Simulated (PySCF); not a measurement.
## Run report: C4H10OSi, excited-state calculation

C4H10OSi, computed with TDDFT B3LYP/def2-SVPD, vertical, gas phase, core orbitals frozen in the response (PySCF 2.14.0).

The geometry comes from this level: GFN2-xTB.

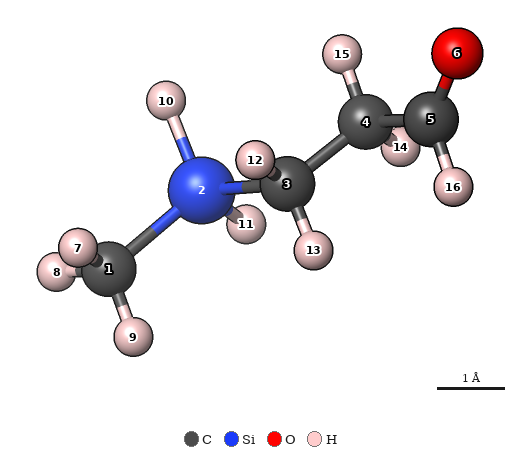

**Figure 1.** The structure as given in the input (ball-and-stick view, seen at a tilt; atoms are numbered from 1 in the order of the input). Bond lengths as drawn: C–C 1.50 to 1.53 Å, C–H 1.09 to 1.11 Å, C–O 1.20 Å, C–Si 1.90 to 1.91 Å and H–Si 1.47 Å.

Results in brief:

| quantity | value |
| --- | --- |
| outcome | converged |
| total energy | −522.935584 hartree |
| HOMO | −7.15 eV |
| LUMO | −1.06 eV |
| dipole moment | 3.26 D |
| mean polarisability | 80.84 a.u. |
| lowest singlet excitation | 4.26 eV |
| hardware | 1 CPU thread, shared host |
| wall time | 51 s |
| peak memory | 0.84 GiB |

The input:
```
{"job": {"kind": "uv", "xc": "B3LYP", "basis": "def2-SVPD", "nstates": 8, "ntriplets": 3}, "charge": 0, "multiplicity": 1}
C      2.686672     0.006620    -0.622126
Si     1.206833    -0.650629     0.364445
C     -0.356719     0.290858    -0.192767
C     -1.613289    -0.170381     0.545791
C     -2.809961     0.594954     0.068093
O     -3.574937     1.205927     0.759580
H      2.804388     1.079419    -0.497743
H      3.608451    -0.463501    -0.294839
H      2.577329    -0.191029    -1.684827
H      1.409326    -0.438277     1.802150
H      1.012483    -2.083633     0.103031
H     -0.225446     1.361503    -0.024926
H     -0.510356     0.162361    -1.266181
H     -1.786635    -1.229923     0.341061
H     -1.503369    -0.038946     1.622780
H     -2.932368     0.573622    -1.034934
```

The first line tells a small driver script what to run in PySCF; the rest is the geometry in Å.

Command:
```bash
OMP_NUM_THREADS=1 python <driver script> task.json out
```

Log:
```
coarse grid: 13256 points
cycle   1  E = -522.6953318089  dE =  4.316e-01  |g| = 8.368e-01  |ddm| = 5.025e+00
cycle   2  E = -522.1961613750  dE =  4.992e-01  |g| = 1.767e+00  |ddm| = 3.441e+00
cycle   3  E = -522.8361049439  dE = -6.399e-01  |g| = 2.309e-01  |ddm| = 2.701e+00
cycle   4  E = -522.8479862802  dE = -1.188e-02  |g| = 7.251e-02  |ddm| = 3.282e-01
cycle   5  E = -522.8492384347  dE = -1.252e-03  |g| = 1.143e-02  |ddm| = 1.021e-01
cycle   6  E = -522.8492672006  dE = -2.877e-05  |g| = 4.684e-03  |ddm| = 2.272e-02
cycle   7  E = -522.8492725570  dE = -5.356e-06  |g| = 1.006e-03  |ddm| = 6.892e-03
final grid: 121688 points
cycle   8  E = -522.9355738392  dE = -3.513e-05  |g| = 6.639e-03  |ddm| = 1.063e-01
cycle   9  E = -522.9355530964  dE =  2.074e-05  |g| = 1.204e-02  |ddm| = 1.927e-02
cycle  10  E = -522.9355831818  dE = -3.009e-05  |g| = 2.024e-03  |ddm| = 1.260e-02
cycle  11  E = -522.9355840505  dE = -8.686e-07  |g| = 1.473e-04  |ddm| = 2.205e-03
cycle  12  E = -522.9355840558  dE = -5.394e-09  |g| = 6.719e-05  |ddm| = 4.082e-04
cycle  13  E = -522.9355840571  dE = -1.211e-09  |g| = 1.587e-05  |ddm| = 1.202e-04
cycle  14  E = -522.9355840571  dE = -5.844e-11  |g| = 5.010e-06  |ddm| = 3.018e-05
```

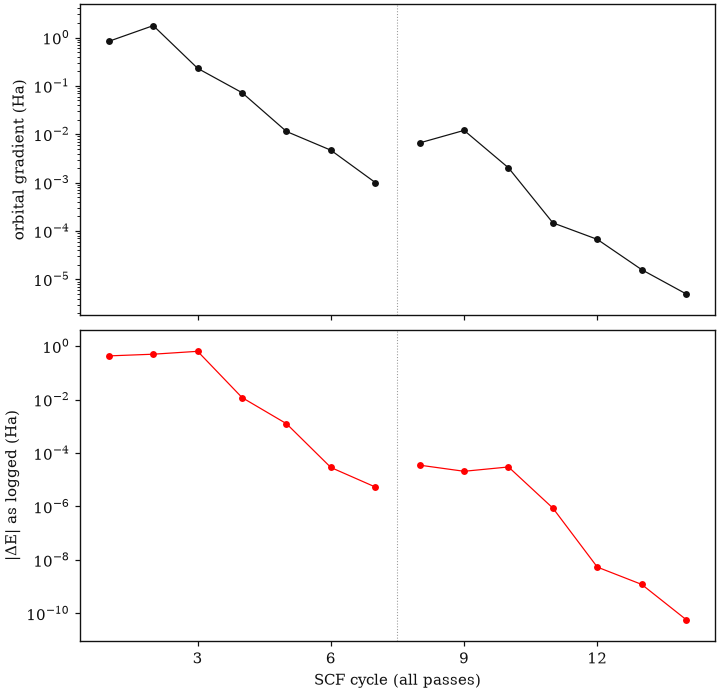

**Figure 2.** Convergence of the self-consistent field: orbital gradient and size of the energy change against the SCF cycle. The dotted line marks the change from a coarse to the final integration grid. The first 7 cycles use a coarse grid, the final grid takes over at cycle 8, and the field converges after 14 cycles in all.

```
converged SCF energy = -522.9355840571

Static polarisability (au): isotropic 80.843, principal 68.233 73.742 100.552

Singlet excitations
state   eV       nm        f      main configurations
  1   4.2603    291.0   0.00118   H->L 0.98
  2   6.5858    188.3   0.00793   H->L+1 0.72, H->L+2 0.23
  3   6.7818    182.8   0.01048   H->L+2 0.42, H-1->L 0.31, H->L+1 0.22
  4   6.9257    179.0   0.09798   H-1->L 0.57, H->L+2 0.30
  5   7.2229    171.7   0.04242   H->L+3 0.76, H->L+4 0.20
  6   7.3624    168.4   0.00115   H-2->L 0.93
  7   7.5026    165.3   0.01248   H->L+4 0.68, H->L+3 0.19
  8   7.5616    164.0   0.00030   H-3->L 0.94

Triplet excitations (Tamm-Dancoff, eV): 3.6708 6.0233 6.4907
```

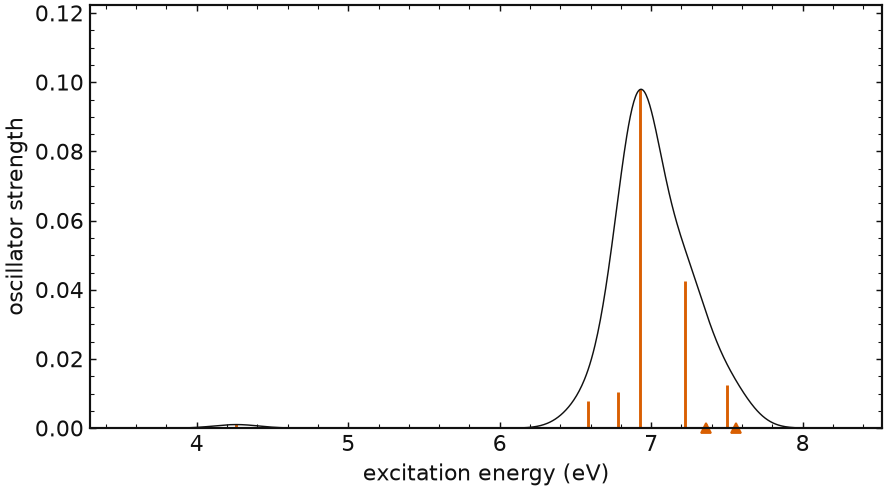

**Figure 3.** Computed excitations as sticks (degenerate states added up, dark ones marked on the axis), with a Gaussian envelope of 0.35 eV full width at half maximum, scaled to the tallest. Of the 8 states the lowest lies at 4.26 eV (f = 0.001); the strongest line is at 6.93 eV, or 179 nm (f = 0.098).

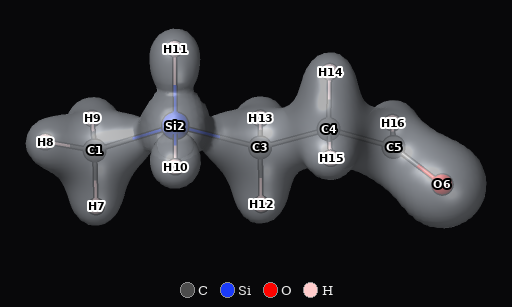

**Figure 4.** Isosurface of the total electron density at 0.6 e/Å³ (grey), seen from the side. At this value the surface is in one piece. On the grid the lowest density along these lines, outside the cores, is 2.9 e/Å³ (C–O, 1.20 Å), 1.8 e/Å³ (C–C, 1.50 Å), 0.78 e/Å³ (C–Si, 1.90 Å) and 1.8 e/Å³ (C–H, 1.09 Å).

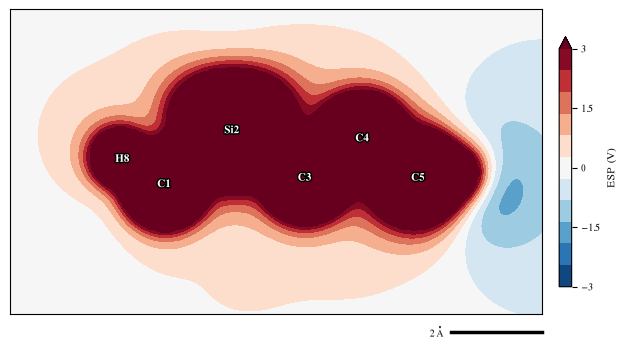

**Figure 5.** Molecular electrostatic potential on the plane of atoms C1, Si2 and C3. The plane passes through C, Si and H nuclei.
